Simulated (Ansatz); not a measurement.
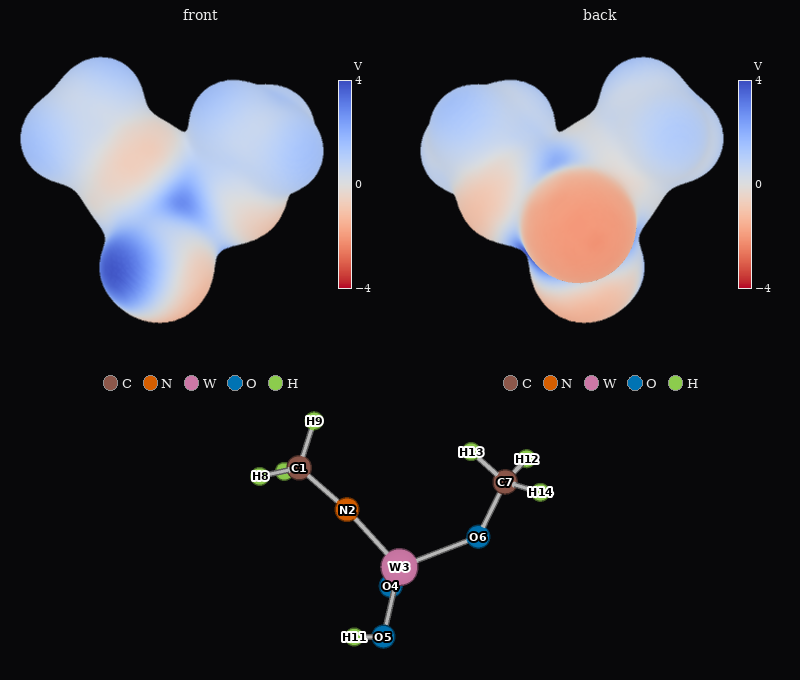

Figure 1: C₂H₇NO₃W (SMILES C[N]=[W](=[O])([OH])[O]C). The molecular electrostatic potential painted on the density surface at 0.004 e/bohr³, seen from the front and from behind; the colour scale runs from red (negative) to blue (positive). The bare structure is drawn below in the same view.

Geometry: PBE0-D4/def2-TZVP; core potentials replace the inner electrons of W.

These are results of RKS PBE0-D4/def2-TZVPP in Ansatz 0.2.0, not measurements.

Input

```
crystal:
  periodic: [false, false, false]
  atoms:
    - {symbol: C, position_ang: [-0.480199, 0.645520, 2.234881]}
    - {symbol: N, position_ang: [-0.593535, 0.320824, 0.857072]}
    - {symbol: W, position_ang: [-0.552557, 0.693794, -0.851658]}
    - {symbol: O, position_ang: [-0.172520, 2.352702, -1.046100]}
    - {symbol: O, position_ang: [-2.260601, 0.330537, -1.601573]}
    - {symbol: O, position_ang: [0.775987, -0.362253, -1.647024]}
    - {symbol: C, position_ang: [1.714042, -1.324274, -1.241577]}
    - {symbol: H, position_ang: [-1.416841, 0.422166, 2.756274]}
    - {symbol: H, position_ang: [0.306711, 0.046188, 2.704236]}
    - {symbol: H, position_ang: [-0.244317, 1.705175, 2.383653]}
    - {symbol: H, position_ang: [-2.974940, -0.086867, -1.118350]}
    - {symbol: H, position_ang: [2.717828, -0.890861, -1.262952]}
    - {symbol: H, position_ang: [1.499725, -1.684691, -0.230945]}
    - {symbol: H, position_ang: [1.681195, -2.167950, -1.935927]}
basis:
  gaussian: {orbitals: def2-TZVPP}
hamiltonian: {xc: pbe0, dispersion: d4}
output: {orbitals: {seedname: orbitals}}
```

Run with:

```sh
ansatz run in.yaml --threads 2 --pin off --events-out ev --progress --plain --max-ram 32768MiB --backend cuda --devices 0, --max-vram 18GiB
```

Describe the electrostatic potential map.

Answer. The most negative region (about −2.0 V) lies over O4, the most positive (about +3.6 V) over W3 and H11. O4 is the likeliest acceptor of a hydrogen bond.
